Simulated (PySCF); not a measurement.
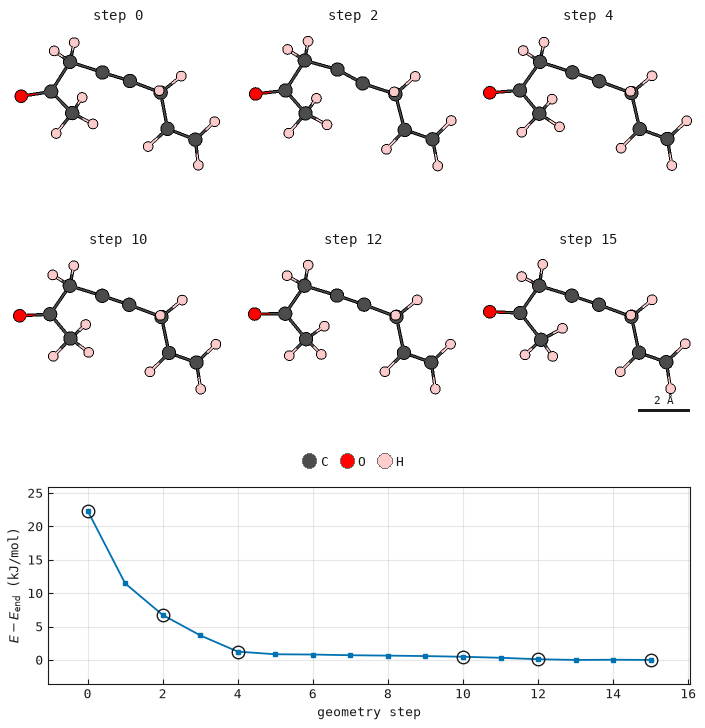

Frames of a relaxation of C₈H₁₀O, marked on the history of the run. Style: ball-and-stick. Shown from a free direction.

The start comes from GFN2-xTB. Its atoms were then displaced at random by about 0.01 Å.

Level of theory: PBE0-D3(BJ)/def2-SVP geometry optimisation, gas phase in PySCF. 

Question: What happens along the run?

Answer: The energy falls by 22.4 kJ/mol in 15 geometry steps. An H atom moves most after the best rigid fit: 0.62 Å. Largest moves by element: H 0.62 Å, O 0.57 Å, C 0.17 Å. Near-neighbour distances that change, for instance: C–C 1.403 → 1.460 Å, C–H 1.049 → 1.093 Å, C–H 1.077 → 1.102 Å, C–C 1.232 → 1.212 Å. Among the angles between lasting bonds that change: C–C–C 111.2° → 116.1°, H–C–H 109.2° → 106.0°, C–C–H 108.5° → 105.4°. The run took 3.2 min on 1 thread of AMD EPYC 7R13 Processor (shared host). From step 0 to 2: H atoms move most (0.18 Å), energy −15.6 kJ/mol. From step 2 to 4: an H atom moves most (0.13 Å), energy −5.49 kJ/mol. From step 4 to 10: an H atom moves most (0.19 Å), energy −0.77 kJ/mol. From step 10 to 12: an H atom moves most (0.20 Å), energy −0.37 kJ/mol. From step 12 to 15: an H atom moves most (0.21 Å), energy −0.11 kJ/mol.

```tsv
step	E − E(0), kJ/mol
0	0.00
1	-10.89
2	-15.62
3	-18.68
4	-21.11
5	-21.51
6	-21.55
7	-21.66
8	-21.71
9	-21.78
10	-21.89
11	-22.04
12	-22.25
13	-22.36
14	-22.33
15	-22.36
```
